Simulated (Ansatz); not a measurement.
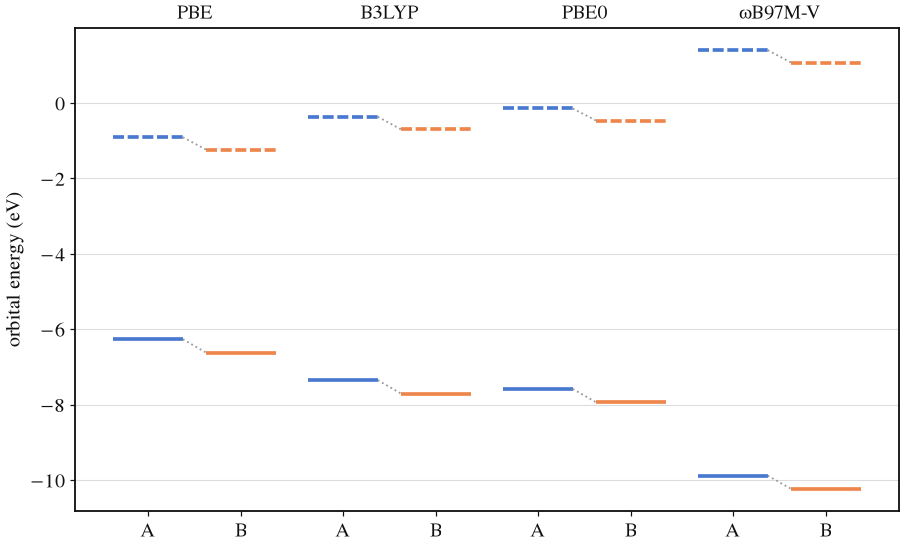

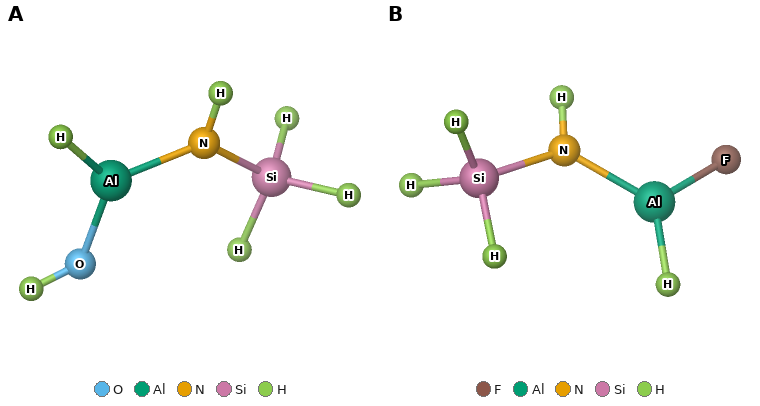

One change: A, AlSiNH₆O (SMILES [OH][AlH][NH][SiH3]), becomes B, AlSiNH₅F (SMILES [F][AlH][NH][SiH3]). OH on Al is replaced by F. HOMO (solid) and LUMO (dashed) computed in def2-TZVPP at PBE0-D4/def2-TZVP geometries, both minima by their frequencies, gas phase, the Ansatz code 0.2.0. Empty levels above zero depend strongly on the basis.

### What does the change do to HOMO and LUMO?

PBE: the HOMO falls by 0.36 eV, the LUMO falls by 0.33 eV, and the separation goes from 5.36 to 5.38 eV. B3LYP: the HOMO falls by 0.36 eV, the LUMO falls by 0.34 eV, and the separation goes from 6.99 to 7.01 eV. PBE0: the HOMO falls by 0.36 eV, the LUMO falls by 0.32 eV, and the separation goes from 7.44 to 7.47 eV. ωB97M-V: the HOMO falls by 0.35 eV, the LUMO falls by 0.33 eV, and the separation goes from 11.29 to 11.31 eV.

### Do the functionals agree on the effect?

They agree on the direction for both levels; the HOMO shift lies between −0.36 and −0.35 eV and the LUMO shift between −0.34 and −0.32 eV, while the separations themselves differ by up to 5.9 eV between functionals.

Note: one conformer of each flexible molecule.
